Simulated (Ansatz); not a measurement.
# One shape, several levels: HNO (nitroxyl)

We compute a comparison of 6 runs (B2PLYP/STO-3G, BHLYP/STO-3G, HSE06/STO-3G, UB3LYP/STO-3G, UMP2/STO-3G, CCSDTQ/STO-3G) of HNO (nitroxyl). 

The calculation is run with Ansatz 0.2.0.

50 further runs of the same task are left out: 1 that didn't finish, 49 set aside as unsound or not needed.

**1. Starting point**

HNO: 3 atoms, total charge 0, spin state singlet. As SMILES, `N=O`. The H3–N1 distance was set to 2.658 Å, away from the relaxed value. At this shape a bond of the SMILES string is far longer than usual.

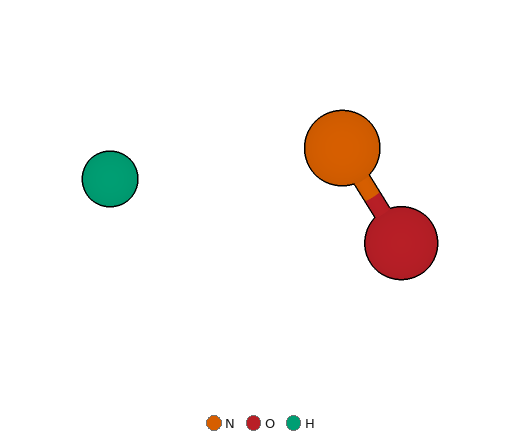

Viewed from a chosen angle; nitrogen orange, oxygen red, hydrogen teal.

**2. The energy at B2PLYP/STO-3G (run 1)**

input.yaml

```yaml
crystal:
  periodic: [false, false, false]
  atoms:
    - symbol: "N"
      position_ang: [-0.001850, 1.846946, 0.216125]
    - symbol: O
      position_ang: [1.037150, 1.931356, 0.789785]
    - symbol: H
      position_ang: [-0.471600, -0.709980, -0.339350]
basis:
  gaussian: {orbitals: STO-3G}
hamiltonian: {xc: {name: B2PLYP}}
correlation: {frozen_orbitals: {H: 0, "N": 1, O: 1}}
accuracy: high
```

Launch:

```bash
$ ansatz run input.yaml --threads 1 --pin off --max-ram 3480MiB --events-out events.jsonl --progress --plain --runs-dir runs
```

The log of the run:

```text
Warning: RAYON_NUM_THREADS=1 ignored (pool sized by the plan → 1); use --threads N
Functional definition: B2PLYP
  name "B2PLYP"
  parameter a = 0.53
  parameter c = 0.27
  exchange = (1 - a)*b88_x + a*exact_x
  correlation = (1 - c)*lyp_c + c*(mp2_os + mp2_ss)
167 factors; integrals over basis functions are off by at most 3.1e-8 eV
mean field evaluation 1: about -3482.6456 eV, gradient 1.2e1 eV
mean field evaluation 2: about -3482.6136 eV, gradient 1.2e1 eV
mean field evaluation 4: about -3482.2479 eV, gradient 9.1e0 eV
mean field evaluation 8: about -3482.6803 eV, gradient 1.0e1 eV
mean field evaluation 16: about -3490.4886 eV, gradient 4.4e-9 eV
mean field evaluation 32: about -3446.5226 eV, gradient 1.1e1 eV
mean field -3490.48862779 eV, -128.2730911333 hartree, gradient 9.3e-9 eV, S^2 0.000000; 2 other end points of the search recorded, 0 dependent functions left out; unrestricted orbitals would lower it
2 core orbitals not correlated: weight in the atoms' cores, before any rotation towards them, 1.000 or more for the frozen orbitals, at most 0.000 for the correlated occupied ones
reference -3490.48864057 eV, -128.2730916028 hartree; 6, 6 occupied and 3, 3 virtual orbitals, 167 factors
second order -11.95447683 eV of doubles, -0.00000000 eV of singles
Total energy: -3493.71634931 eV, -128.3917077113 hartree
```

It took 0.57 s on 1 thread of AMD EPYC 7R43 (Zen 3), shared host.

**3. A single-point energy at BHLYP/STO-3G (run 2)**

job.yaml

```yaml
crystal:
  periodic: [false, false, false]
  atoms:
    - {symbol: N, position_ang: [-0.001850, 1.846946, 0.216125]}
    - {symbol: O, position_ang: [1.037150, 1.931356, 0.789785]}
    - {symbol: H, position_ang: [-0.471600, -0.709980, -0.339350]}
basis:
  gaussian:
    orbitals: STO-3G
hamiltonian:
  xc: {name: BHLYP}
accuracy: high
```

Launch:

```bash
$ ansatz run job.yaml --threads 1 --pin off --max-ram 3480MiB --events-out events.jsonl --progress --plain --runs-dir runs
```

The log of the run:

```text
Warning: RAYON_NUM_THREADS=1 ignored (pool sized by the plan → 1); use --threads N
Functional definition: BHLYP
  name "BHLYP"
  parameter a = 0.5
[... 1 set-up line as earlier in the session ...]
  correlation = lyp_c
167 factors; integrals over basis functions are off by at most 3.1e-8 eV
mean field evaluation 1: about -3486.6203 eV, gradient 1.2e1 eV
mean field evaluation 2: about -3482.4658 eV, gradient 8.4e0 eV
mean field evaluation 4: about -3486.6147 eV, gradient 9.8e0 eV
mean field evaluation 8: about -3494.6265 eV, gradient 2.3e-1 eV
mean field evaluation 16: about -3493.6153 eV, gradient 9.3e0 eV
mean field -3494.62669981 eV, -128.4251624751 hartree, gradient 2.7e-8 eV, S^2 0.000000; 1 other end points of the search recorded, 0 dependent functions left out
reference -3494.62671343 eV, -128.4251629755 hartree; 8, 8 occupied and 3, 3 virtual orbitals, 167 factors
Total energy: -3494.62671343 eV, -128.4251629755 hartree
```

It took 0.4 s on 1 thread of AMD EPYC 7R43 (Zen 3), shared host.

Runs 3 to 4 aren't shown in full; the table further down has their settings and results.

**4. The energy at UMP2/STO-3G (run 5)**

job.yaml

```yaml
crystal:
  periodic: [false, false, false]
  atoms:
    - symbol: N
      position_ang: [-0.001850, 1.846946, 0.216125]
    - symbol: O
      position_ang: [1.037150, 1.931356, 0.789785]
    - symbol: H
      position_ang: [-0.471600, -0.709980, -0.339350]
basis:
  gaussian:
    orbitals: STO-3G
magnetization:
  spin_polarized: true
correlation:
  method: mp2
  frozen_orbitals: {H: 0, "N": 1, O: 1}
accuracy: high
```

Launch:

```bash
$ ansatz run job.yaml --threads 1 --pin off --max-ram 3480MiB --events-out events.jsonl --progress --plain --runs-dir runs
```

The log of the run (excerpt; [...] marks lines left out):

```text
Warning: RAYON_NUM_THREADS=1 ignored (pool sized by the plan → 1); use --threads N
Functional definition: HF
  name "HF"
[...]
167 factors; integrals over basis functions are off by at most 3.1e-8 eV
[...]
mean field -3483.26742204 eV, -128.0077167165 hartree, gradient 1.2e-8 eV, S^2 1.375547; 15 other end points of the search recorded, 0 dependent functions left out
2 core orbitals not correlated: weight in the atoms' cores, before any rotation towards them, 1.000 or more for the frozen orbitals, at most 0.000 for the correlated occupied ones
reference -3483.26742204 eV, -128.0077167165 hartree; 6, 6 occupied and 3, 3 virtual orbitals, 167 factors
second order -2.09780137 eV of doubles, -0.00000000 eV of singles
Total energy: -3485.36522341 eV, -128.0848094950 hartree
```

It took 0.4 s on 1 thread of AMD EPYC 7R43 (Zen 3), shared host.

**5. The energy at CCSDTQ/STO-3G (run 6)**

run.yaml

```yaml
crystal:
  periodic: [false, false, false]
  atoms:
    - {symbol: "N", position_ang: [-0.001850, 1.846946, 0.216125]}
    - {symbol: O, position_ang: [1.037150, 1.931356, 0.789785]}
    - {symbol: H, position_ang: [-0.471600, -0.709980, -0.339350]}
basis:
  gaussian:
    orbitals: STO-3G
magnetization:
  spin_polarized: false
  initial_magnetization: 0
correlation:
  method: ccsdtq
  frozen_orbitals: {H: 0, "N": 1, O: 1}
accuracy: high
scf:
  omitted_lower_state_checks: [cluster_reference, increment]
```

Launch:

```bash
$ ansatz run run.yaml --threads 1 --pin off --max-ram 3480MiB --events-out events.jsonl --progress --plain --runs-dir runs
```

The log of the run (excerpt; [...] marks lines left out):

```text
Warning: RAYON_NUM_THREADS=1 ignored (pool sized by the plan → 1); use --threads N
[... 2 set-up lines as earlier in the session ...]
[...]
167 factors; integrals over basis functions are off by at most 3.1e-8 eV
[...]
mean field -3477.09101881 eV, -127.7807380842 hartree, gradient 4.8e-8 eV, S^2 0.000000; 5 other end points of the search recorded, 0 dependent functions left out; unrestricted orbitals would lower it
2 core orbitals not correlated: weight in the atoms' cores, before any rotation towards them, 1.000 or more for the frozen orbitals, at most 0.000 for the correlated occupied ones
reference -3477.09101881 eV, -127.7807380842 hartree; 6, 6 occupied and 3, 3 virtual orbitals, 167 factors
second order -7.84847186 eV of doubles, -0.00000000 eV of singles
cycle   1  -5.54574946 eV  change    -1.7e0 eV  update   1.6e-1
[...]
cycle  37  -9.77810746 eV  change   7.7e-11 eV  update  2.2e-10
WARN: these amplitudes may be one of several solutions (largest doubles amplitude 0.86, level shift 14.17 eV)
Total energy: -3486.86912627 eV, -128.1400769056 hartree
Checks for a lower state left out: cluster_reference, increment
```

Run time: 3.9 s. Hardware: 1 thread of AMD EPYC 7R43 (Zen 3), shared host; peak memory 0.2 GiB.

**6. The series**

```csv
run,level,frozen core orbitals,energy (Eh),wall time
1,B2PLYP/STO-3G,2,-128.391708,0.57 s
2,BHLYP/STO-3G,–,-128.425163,0.4 s
3,HSE06/STO-3G,–,-128.400335,0.5 s
4,UB3LYP/STO-3G,–,-128.597568,2 s
5,UMP2/STO-3G,2,-128.084809,0.4 s
6,CCSDTQ/STO-3G,2,-128.140077,3.9 s
```

**7. What came out**

| quantity | value |
| --- | --- |
| run 6: total energy | -128.14008 Eh |
| run 6: correlation energy (2 core orbitals frozen) | -359.3 mEh |
| run 6: T1 diagnostic | 0.025 |

**Reading.** Totals of different functionals can't be ranked against each other. In runs 1, 6 the log says that unrestricted orbitals would lower the reference, so the values rest on an unstable closed-shell determinant (other closed-shell runs at this shape may share the fault). In runs 1, 2, 3, 4, 5, 6 the basis is minimal, so the values are rough. In runs 1, 2, 3 a closed-shell determinant meets a far-stretched bond, which it describes badly. Spin contamination of the reference: run 5 ⟨S²⟩ = 1.38, run 4 ⟨S²⟩ = 0.97. Where it is this large, the reference is a mixture of spin states, and values that rest on it are in doubt. All runs together took 7.8 s, the longest 3.9 s.
